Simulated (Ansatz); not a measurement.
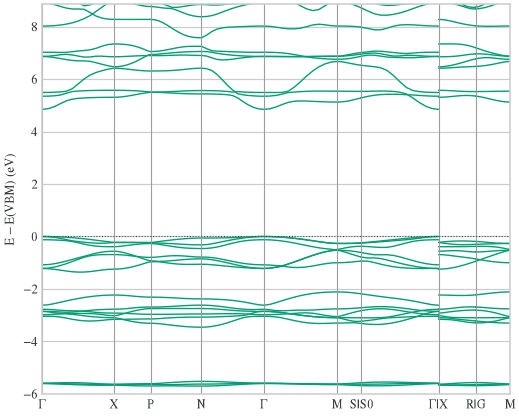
Band structure from PBEsol (plane waves, PAW; program Ansatz)

Question: Read off the gap and where the band edges lie.

Answer: About 4.8 eV (4.85 eV by a search for the band edges); maximum at Γ, minimum at Γ.

The material is CsLiWO$_{4}$ in space group I-4 (No. 82; Cs on 2a, Li on 2c, W on 2b, O on 8g).

The first step of the workflow began from a Materials Project structure, measured or hypothetical; the Crystallography Open Database copy checked does not list it. Whether it is the stable phase at ambient conditions was not checked. The PBEsol relaxation kept the symmetry of its start; whether a distortion lowers the energy is not shown. The run is not spin-polarised. No Hubbard U is applied. Spin–orbit coupling is left out wherever it is not named.

Potentials: the later of the program's two PAW sets.
